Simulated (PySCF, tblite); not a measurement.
# 3-chloro-1,1,1,2,2-pentafluoropropane (C3H2ClF5): a rotation path, then NMR shifts on frames, part 2 of 2

tblite 0.8.0 and PySCF 2.14.0. Atoms count from 0. The steps go on from the part before.

### Step 5. NMR shieldings: image 4, PBE0/pcSseg-1

The job: settings as JSON, then the geometry in Å.

```
{"job": {"kind": "nmr", "xc": "PBE0", "basis": "pcSseg-1", "pop": false}, "charge": 0, "multiplicity": 1}
F      1.255000    -1.342700    -0.484400
C      1.305800    -0.059200    -0.135500
F      2.015800     0.580900    -1.056300
F      1.974600    -0.001600     1.015500
C     -0.110200     0.587400     0.034600
F     -0.333000     1.402800    -1.016200
F     -0.042300     1.398300     1.121500
C     -1.276600    -0.375400     0.228100
Cl    -1.489100    -1.429800    -1.188000
H     -2.179900     0.229100     0.338500
H     -1.114600    -0.987200     1.116100
```

Method: GIAO PBE0/pcSseg-1 NMR shielding, non-relativistic, gas phase.

The program printed:

```text
coarse grid: 11552 points
cycle   1  E = -1073.8139906715  dE =  1.489e+00  |g| = 1.133e+00  |ddm| = 2.918e+00
cycle   2  E = -1073.4992237108  dE =  3.148e-01  |g| = 1.856e+00  |ddm| = 1.567e+00
cycle   3  E = -1074.0312129276  dE = -5.320e-01  |g| = 6.151e-02  |ddm| = 9.818e-01
cycle   4  E = -1074.0316051490  dE = -3.922e-04  |g| = 4.422e-02  |ddm| = 7.462e-02
cycle   5  E = -1074.0319219144  dE = -3.168e-04  |g| = 1.103e-02  |ddm| = 3.189e-02
cycle   6  E = -1074.0319399606  dE = -1.805e-05  |g| = 2.144e-03  |ddm| = 8.480e-03
cycle   7  E = -1074.0319406494  dE = -6.888e-07  |g| = 4.891e-04  |ddm| = 2.044e-03
final grid: 114136 points
cycle   8  E = -1074.1166483567  dE = -5.709e-05  |g| = 7.590e-03  |ddm| = 2.139e-02
cycle   9  E = -1074.1166384421  dE =  9.915e-06  |g| = 1.089e-02  |ddm| = 1.087e-02
cycle  10  E = -1074.1166585823  dE = -2.014e-05  |g| = 7.715e-04  |ddm| = 6.272e-03
cycle  11  E = -1074.1166586605  dE = -7.823e-08  |g| = 1.912e-04  |ddm| = 7.812e-04
cycle  12  E = -1074.1166586658  dE = -5.291e-09  |g| = 8.146e-05  |ddm| = 1.658e-04
cycle  13  E = -1074.1166586668  dE = -1.021e-09  |g| = 1.659e-05  |ddm| = 5.743e-05
cycle  14  E = -1074.1166586669  dE = -4.843e-11  |g| = 4.306e-06  |ddm| = 1.648e-05
converged SCF energy = -1074.1166586669

GIAO shielding tensors (ppm)
atom      isotropic    diamagn.    paramagn.     s11        s22        s33       span
  0 F      254.646     473.010    -218.364    188.739    251.899    323.299    134.560
  1 C       58.112     240.499    -182.387     48.852     61.770     63.715     14.863
  2 F      261.950     469.591    -207.641    186.036    267.036    332.780    146.744
  3 F      262.082     470.618    -208.537    187.267    261.035    337.943    150.676
  4 C       65.605     240.784    -175.179     50.029     68.904     77.882     27.853
  5 F      298.074     471.657    -173.583    218.984    320.268    354.968    135.984
  6 F      292.500     471.900    -179.400    199.072    332.541    345.888    146.817
  7 C      137.333     248.207    -110.874    114.723    136.953    160.324     45.601
  8 Cl     873.880    1145.442    -271.562    738.839    798.292   1084.509    345.670
  9 H       27.600      27.498       0.101     21.882     27.231     33.687     11.804
 10 H       27.872      28.340      -0.468     23.019     27.308     33.289     10.270
```

Wall time 56 s (1 thread of Intel Xeon at 2.50GHz, shared host); peak memory 0.81 GiB.

In short: δ C1 128.8, C4 121.3, C7 49.6, F0 -83.7, H9 4.12, H10 3.85 ppm.

### Step 6. Shielding tensors: image 6, PBE0/pcSseg-1

The job: settings as JSON, then the geometry in Å.

```
{"job": {"kind": "nmr", "xc": "PBE0", "basis": "pcSseg-1", "pop": false}, "charge": 0, "multiplicity": 1}
F      1.318200    -1.128200    -0.955500
C      1.295100    -0.060200    -0.166000
F      2.173700     0.812200    -0.648100
F      1.716200    -0.446800     1.040700
C     -0.115600     0.587000    -0.043800
F     -0.372000     1.272200    -1.176400
F     -0.018700     1.518500     0.942500
C     -1.261700    -0.356000     0.304100
Cl    -1.487200    -1.606200    -0.940300
H     -2.173300     0.243600     0.351400
H     -1.069300    -0.833500     1.265400
```

Level: GIAO PBE0/pcSseg-1 NMR shielding, non-relativistic, gas phase.

The program printed:

```text
coarse grid: 11552 points
cycle   1  E = -1073.8206025589  dE =  1.482e+00  |g| = 1.128e+00  |ddm| = 2.909e+00
cycle   2  E = -1073.5142984592  dE =  3.063e-01  |g| = 1.837e+00  |ddm| = 1.541e+00
cycle   3  E = -1074.0353672351  dE = -5.211e-01  |g| = 6.156e-02  |ddm| = 9.631e-01
cycle   4  E = -1074.0357629911  dE = -3.958e-04  |g| = 4.376e-02  |ddm| = 7.381e-02
cycle   5  E = -1074.0360741362  dE = -3.111e-04  |g| = 1.110e-02  |ddm| = 3.139e-02
cycle   6  E = -1074.0360924674  dE = -1.833e-05  |g| = 2.132e-03  |ddm| = 8.372e-03
cycle   7  E = -1074.0360931456  dE = -6.782e-07  |g| = 4.918e-04  |ddm| = 2.006e-03
final grid: 114136 points
cycle   8  E = -1074.1202404182  dE = -5.736e-05  |g| = 7.742e-03  |ddm| = 2.182e-02
cycle   9  E = -1074.1202302815  dE =  1.014e-05  |g| = 1.110e-02  |ddm| = 1.097e-02
cycle  10  E = -1074.1202509169  dE = -2.064e-05  |g| = 7.856e-04  |ddm| = 6.225e-03
cycle  11  E = -1074.1202509998  dE = -8.293e-08  |g| = 1.978e-04  |ddm| = 8.464e-04
cycle  12  E = -1074.1202510056  dE = -5.791e-09  |g| = 8.184e-05  |ddm| = 1.757e-04
cycle  13  E = -1074.1202510066  dE = -9.720e-10  |g| = 1.756e-05  |ddm| = 5.339e-05
converged SCF energy = -1074.1202510066

GIAO shielding tensors (ppm)
atom      isotropic    diamagn.    paramagn.     s11        s22        s33       span
  0 F      256.366     472.424    -216.058    192.021    253.255    323.821    131.800
  1 C       58.580     240.745    -182.165     49.637     60.411     65.691     16.054
  2 F      269.772     469.666    -199.894    193.666    265.868    349.781    156.114
  3 F      268.060     472.246    -204.185    189.184    266.005    348.992    159.808
  4 C       66.517     240.425    -173.907     50.008     70.605     78.939     28.931
  5 F      307.442     471.819    -164.377    223.964    340.243    358.118    134.155
  6 F      301.511     472.276    -170.765    200.880    347.474    356.179    155.299
  7 C      138.443     247.866    -109.423    115.364    138.106    161.860     46.496
  8 Cl     878.102    1145.416    -267.314    739.582    814.542   1080.183    340.601
  9 H       27.604      27.432       0.173     21.835     27.269     33.708     11.873
 10 H       27.742      28.239      -0.497     22.890     27.218     33.118     10.228
```

It took 49 s on 1 thread of Intel Xeon at 2.50GHz, shared host; peak memory 0.81 GiB.

In short: δ C1 128.3, C4 120.4, C7 48.5, F0 -85.4, H9 4.11, H10 3.97 ppm.

### Step 7. Shielding tensors: image 8, PBE0/pcSseg-1

The job: settings as JSON, then the geometry in Å.

```
{"job": {"kind": "nmr", "xc": "PBE0", "basis": "pcSseg-1", "pop": false}, "charge": 0, "multiplicity": 1}
F      1.391100    -0.800200    -1.302100
C      1.270800    -0.072300    -0.198300
F      2.242400     0.834400    -0.203500
F      1.477100    -0.877100     0.848100
C     -0.127500     0.606600    -0.096400
F     -0.415100     1.164400    -1.290100
F     -0.012900     1.636600     0.780700
C     -1.242600    -0.319300     0.376000
Cl    -1.353300    -1.757800    -0.664400
H     -2.187900     0.223600     0.324700
H     -1.036700    -0.636300     1.399300
```

Method: GIAO PBE0/pcSseg-1 NMR shielding, non-relativistic, gas phase.

The program printed:

```text
coarse grid: 11552 points
cycle   1  E = -1073.8230982036  dE =  1.482e+00  |g| = 1.125e+00  |ddm| = 2.915e+00
cycle   2  E = -1073.5183700205  dE =  3.047e-01  |g| = 1.833e+00  |ddm| = 1.540e+00
cycle   3  E = -1074.0366683459  dE = -5.183e-01  |g| = 6.154e-02  |ddm| = 9.655e-01
cycle   4  E = -1074.0370698213  dE = -4.015e-04  |g| = 4.338e-02  |ddm| = 7.407e-02
cycle   5  E = -1074.0373772184  dE = -3.074e-04  |g| = 1.110e-02  |ddm| = 3.150e-02
cycle   6  E = -1074.0373956458  dE = -1.843e-05  |g| = 2.122e-03  |ddm| = 8.517e-03
cycle   7  E = -1074.0373963171  dE = -6.713e-07  |g| = 4.953e-04  |ddm| = 2.024e-03
final grid: 114136 points
cycle   8  E = -1074.1215190815  dE = -5.868e-05  |g| = 7.487e-03  |ddm| = 2.361e-02
cycle   9  E = -1074.1215096979  dE =  9.384e-06  |g| = 1.069e-02  |ddm| = 1.079e-02
cycle  10  E = -1074.1215290609  dE = -1.936e-05  |g| = 7.891e-04  |ddm| = 6.083e-03
cycle  11  E = -1074.1215291444  dE = -8.350e-08  |g| = 1.998e-04  |ddm| = 8.433e-04
cycle  12  E = -1074.1215291502  dE = -5.846e-09  |g| = 8.289e-05  |ddm| = 1.749e-04
cycle  13  E = -1074.1215291513  dE = -1.027e-09  |g| = 1.744e-05  |ddm| = 5.577e-05
cycle  14  E = -1074.1215291513  dE = -5.048e-11  |g| = 4.251e-06  |ddm| = 1.671e-05
converged SCF energy = -1074.1215291513

GIAO shielding tensors (ppm)
atom      isotropic    diamagn.    paramagn.     s11        s22        s33       span
  0 F      254.001     471.316    -217.315    179.699    257.467    324.838    145.139
  1 C       58.749     240.921    -182.172     49.180     60.355     66.711     17.531
  2 F      269.994     469.623    -199.629    195.035    267.176    347.771    152.736
  3 F      268.082     473.000    -204.918    191.058    262.854    350.336    159.278
  4 C       65.223     240.645    -175.422     49.840     70.583     75.247     25.407
  5 F      308.891     471.880    -162.989    220.852    341.413    364.407    143.555
  6 F      301.226     471.935    -170.709    209.857    340.708    353.115    143.258
  7 C      137.832     248.362    -110.530    117.349    136.319    159.829     42.480
  8 Cl     884.983    1145.654    -260.671    755.148    818.652   1081.148    326.000
  9 H       27.686      27.487       0.199     22.072     27.138     33.848     11.776
 10 H       27.690      28.432      -0.742     23.340     26.709     33.020      9.680
```

Wall time 52 s (1 thread of Intel Xeon at 2.50GHz, shared host); peak memory 0.81 GiB.

In short: δ C1 128.2, C4 121.7, C7 49.1, F0 -83.1, H9 4.03, H10 4.03 ppm.

### Step 8. Comparing the runs: NMR shifts

Shifts (ppm) of some atoms, chosen among heavy atoms and hydrogens apart, with basis size and wall time:

```
  frame   H10    H9     F2     F0      F6      F5  Cl8  functions  time
image 0  4.03  4.03  -83.2  -97.1  -130.4  -138.0   65        170  67 s
image 2  3.88  4.05  -85.4  -87.7  -120.4  -128.4   69        170  56 s
image 4  3.85  4.12  -91.0  -83.7  -121.6  -127.1   76        170  56 s
image 6  3.97  4.11  -98.8  -85.4  -130.6  -136.5   72        170  49 s
image 8  4.03  4.03  -99.0  -83.1  -130.3  -137.9   65        170  52 s
```

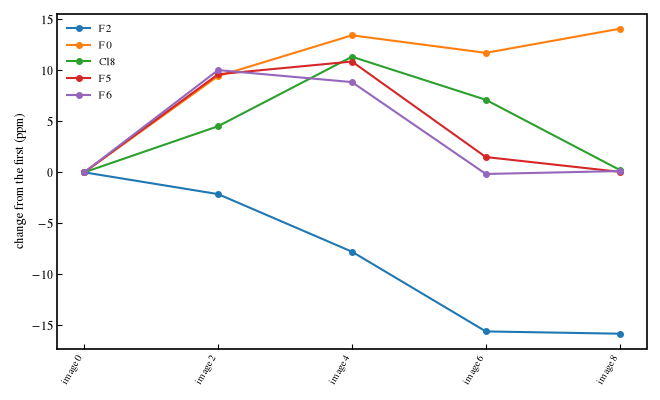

How five of the tabulated atoms move from run to run.

### Step 9. Outcome

What follows sums up all 2 parts.

```
                                                                  quantity                                    value
                                                                   barrier       0.085 eV (2.0 kcal/mol) at image 4
                                                     end to end (GFN2-xTB)                                 0.000 eV
                           13C shifts against TMS (PBE0/pcSseg-1, image 0)                   128.2, 121.7, 49.0 ppm
                            1H shifts against TMS (PBE0/pcSseg-1, image 0)                           4.03, 4.03 ppm
                         19F shifts against CFCl3 (PBE0/pcSseg-1, image 0)  -83.2, -97.1, -99.1, -130.4, -138.0 ppm
                          35Cl shifts against HCl (PBE0/pcSseg-1, image 0)                                   65 ppm
potential on the surface of density 0.002 e/bohr³, 1st and 99th percentile                       -0.45 V and 1.59 V
                                                  range of the shift of F2                       -99.0 to -83.2 ppm
```

Along the band the dihedral turns by 121°, and the top (dihedral 19°) lies 2.0 kcal/mol above the start (GFN2-xTB, rough), so at room temperature this motion is fast. The top was not checked by a frequency run. Shifts at one fixed geometry are not the observed spectrum, which averages over the motion. In the first frame run (image 0): The widest tensor belongs to Cl8: span 326 ppm, with a paramagnetic part of -260 ppm. In ppm, F2 moves most: its shift spreads over 15.8 ppm, from -99.0 (image 8) to -83.2 (image 0).
